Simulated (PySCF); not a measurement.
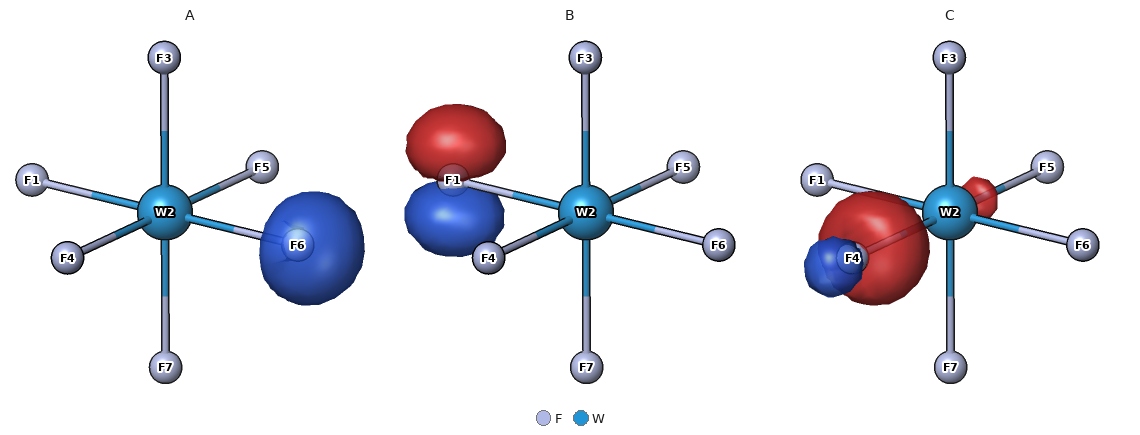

Figure. F6W, SMILES `F[W](F)(F)(F)(F)F`. Pipek–Mezey orbitals, occupied; each surface holds about 70 % of the orbital's density. Energies are diagonal elements of the Fock matrix.

PySCF calculation, B3LYP/def2-SVP, gas phase; geometry: GFN2-xTB. Core potentials replace the inner electrons of W; spin–orbit coupling isn't included. This is a single-reference result, which may miss multireference character in this system. No frequency check shows the geometry to be a minimum. GFN2-xTB bond lengths at metals and heavier atoms can be off by up to 0.1 Å and shapes distorted, which carries into these values.

Identify each orbital.

Answer. By panel:
- A: lone pair on F6 (s-type) (F6 98 %; −27.6 eV)
- B: lone pair on F1 (p-type) (F1 94 %, W2 5 %; −13.6 eV)
- C: σ bond F4–W2 (F4 77 %, W2 22 %; −19.9 eV)

Which has the smallest and which the largest spatial spread?

Answer. Smallest: A (0.58 Å); largest: C (0.84 Å).
